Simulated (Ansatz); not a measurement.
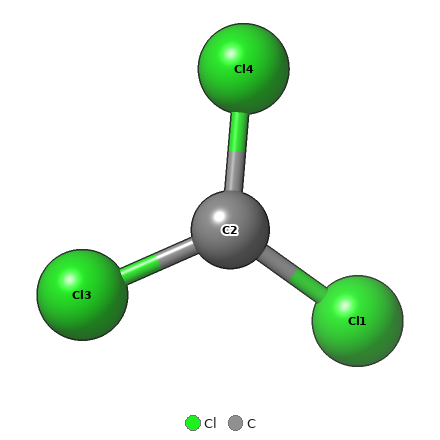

The system is CCl₃, SMILES Cl[C](Cl)Cl, spin multiplicity 2; the picture shows the reference structure. The first coordinate is: umbrella angle at C2 (between each of its bonds and their common axis; 90 is planar); the second: change of the bonds C2–Cl1, C2–Cl3, C2–Cl4, all alike. Nothing is relaxed (all other coordinates rigid). The grid has 11 × 11 points; 66 points were computed and 55 follow by symmetry. Points are written as (first, second). Energies: kJ/mol, counted from the relaxed molecule at the same level. The calculation used UKS wB97X-V/def2-SVP (Ansatz).

Its coordinates:

```xyz
4

Cl   -1.6491    0.0407    0.3924
C    -0.0159   -0.0240   -0.1162
Cl    0.8926   -1.4007    0.3411
Cl    0.8242    1.4620   -0.2427
```

Range: umbrella angle at C2 (between each of its bonds and their common axis; 90 is planar) from 66.0 to 114.0°; change of the bonds C2–Cl1, C2–Cl3, C2–Cl4, all alike from −0.188 to 0.291 Å.

What landscape does the calculation give?

Answer. The lowest grid point is at (80.4°, 0.003 Å), 0.05 kJ/mol from the relaxed molecule at the same level; the map holds 2 wells of about this depth. No other kind of well shows on this grid. The highest grid point, (66.0°, −0.188 Å), lies 446 kJ/mol above the lowest. On the interpolated surface the easiest way out of the lowest well to a well of about the same depth near (99.6°, 0.003 Å) passes a barrier of about 4.9 kJ/mol. Round the minimum the valley is somewhat tilted: raising the first coordinate shifts the best value of the second coordinate downwards (coupling k₁₂/√(k₁₁k₂₂) about 0.3).

| second ↓, first → | 66.0 | 70.8 | 75.6 | 80.4 | 85.2 | 90.0 | 94.8 | 99.6 | 104.4 | 109.2 | 114.0 |
| --- | --- | --- | --- | --- | --- | --- | --- | --- | --- | --- | --- |
| 0.291 | 230 | 216 | 217 | 231 | 253 | 266 | 253 | 231 | 217 | 216 | 230 |
| 0.243 | 182 | 163 | 163 | 175 | 194 | 205 | 194 | 175 | 163 | 163 | 182 |
| 0.195 | 140 | 116 | 113 | 123 | 139 | 148 | 139 | 123 | 113 | 116 | 140 |
| 0.147 | 106 | 77 | 69 | 76 | 89 | 96 | 89 | 76 | 69 | 77 | 106 |
| 0.099 | 83 | 47 | 34 | 38 | 48 | 53 | 48 | 38 | 34 | 47 | 83 |
| 0.051 | 75 | 30 | 12 | 11 | 18 | 22 | 18 | 11 | 12 | 30 | 75 |
| 0.003 | 87 | 31 | 6 | 0 | 3 | 6 | 3 | 0 | 6 | 31 | 87 |
| −0.045 | 123 | 55 | 22 | 10 | 9 | 11 | 9 | 10 | 22 | 55 | 123 |
| −0.092 | 188 | 107 | 64 | 46 | 41 | 41 | 41 | 46 | 64 | 107 | 188 |
| −0.140 | 293 | 196 | 142 | 116 | 107 | 105 | 107 | 116 | 142 | 196 | 293 |
| −0.188 | 446 | 331 | 264 | 230 | 215 | 212 | 215 | 230 | 264 | 331 | 446 |

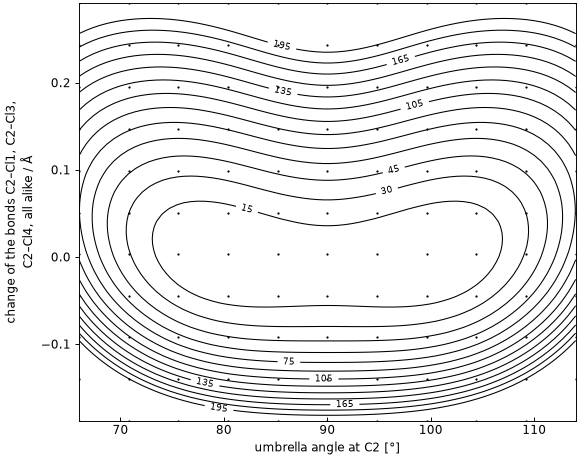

Drawn: contour lines labelled in kJ/mol (none above 195), dots at the grid points. Between grid points the surface is interpolated.

The whole map (66 points run) took 15 min on 1 thread of Arm Neoverse V2, with other jobs on the host.
